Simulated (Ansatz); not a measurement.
# CH7FN2Si: up Jacob's ladder to CCSD(T)

How much do the methods differ for CH7FN2Si? The plan is to run it at one geometry with functionals of several rungs and with coupled cluster. The yardstick is the atomisation energy at the CCSD(T) limit.

The runs use Ansatz 0.2.0, Gaussian basis; functionals in def2-TZVPP, the program's frozen cores in correlated methods.

The runs, in order: PBE-D4, r2SCAN-D4, PBE0-D4, B3LYP-D4, ωB97X-V, ωB97M-V, B2PLYP; CCSD(T)/def2-TZVPP; MP2/def2-QZVPP; extrapolation to the limit.

## Step 1: The relaxed structure

An earlier PBE0-D4 in a triple-zeta def2 set relaxation fixed the geometry.

SMILES `NC[SiH](N)F`, 12 atoms, charge 0, spin multiplicity 1.

Atoms are counted from 1 here; the program's logs count them from 0.

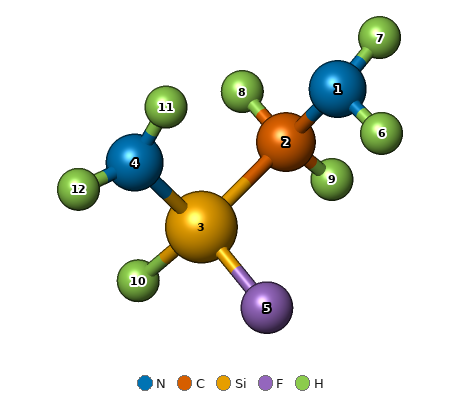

The structure; nitrogen blue, carbon orange, silicon amber, fluorine purple, hydrogen green; atoms are numbered from 1 in the order of the file.

## Step 2: PBE-D4 (GGA)

in.yaml reads:

```yaml
crystal:
  periodic: [false, false, false]
  atoms:
    - {symbol: N, position_ang: [-0.859254, 0.847317, 1.120084]}
    - {symbol: C, position_ang: [-0.595386, 0.869808, -0.320700]}
    - {symbol: Si, position_ang: [0.795436, -0.323635, -0.688273]}
    - {symbol: N, position_ang: [0.367405, -1.815695, -0.010320]}
    - {symbol: F, position_ang: [2.126447, 0.322421, -0.045340]}
    - {symbol: H, position_ang: [-0.074501, 1.235205, 1.628829]}
    - {symbol: H, position_ang: [-1.666741, 1.411922, 1.351750]}
    - {symbol: H, position_ang: [-1.481478, 0.497030, -0.845084]}
    - {symbol: H, position_ang: [-0.380879, 1.866780, -0.734176]}
    - {symbol: H, position_ang: [1.107459, -0.490976, -2.127511]}
    - {symbol: H, position_ang: [-0.153006, -1.813416, 0.853344]}
    - {symbol: H, position_ang: [0.891600, -2.662058, -0.148503]}
basis:
  gaussian: {orbitals: def2-TZVPP}
hamiltonian: {xc: pbe, dispersion: d4}
output: {forces: true, orbitals: {seedname: orbitals}}
```

Run with:

```
$ ansatz run in.yaml --threads 4 --pin off --events-out ev --progress --plain --max-ram 10444MiB
```

After this run come: r2SCAN-D4 (meta-GGA); PBE0-D4 (hybrid); B3LYP-D4 (hybrid); ωB97X-V (range-separated); ωB97M-V (range-separated); B2PLYP (double hybrid); CCSD(T) in def2-TZVPP; MP2 in def2-QZVPP.

Q: Predict the results of all the runs planned. Wanted: atomisation energy, CCSD(T)/CBS; farthest; mean size of error, hybrid; mean size of error, range-separated; gap, smallest and largest; T1 diagnostic; triples share of the correlation energy.

The runs gave:

| quantity | value |
| --- | --- |
| atomisation energy, CCSD(T)/CBS | 4402.5 kJ/mol |
| functionals within 22.0 kJ/mol (0.5 %) | B3LYP-D4, ωB97X-V, ωB97M-V |
| farthest | PBE-D4 (+59.7 kJ/mol) |
| mean size of error, hybrid | 14.0 kJ/mol |
| mean size of error, range-separated | 13.7 kJ/mol |
| gap, smallest and largest | 5.38 eV (PBE-D4), 12.11 eV (ωB97X-V) |
| T1 diagnostic | 0.0103 |
| triples share of the correlation energy | 3.4 % |

In words: PBE-D4 misses by +59.7 kJ/mol. Double hybrids carry the basis error of their MP2 part in triple zeta, and no dispersion term here, so their miss is partly the set-up's. The reference freezes the cores and leaves out relativity and excitations past (T), so misses under about 22.0 kJ/mol can't be ranked. Hartree-Fock recovers 70 % of the binding; the rest is correlation. Orbital gaps span 5.4 to 12.1 eV; exact exchange widens them.
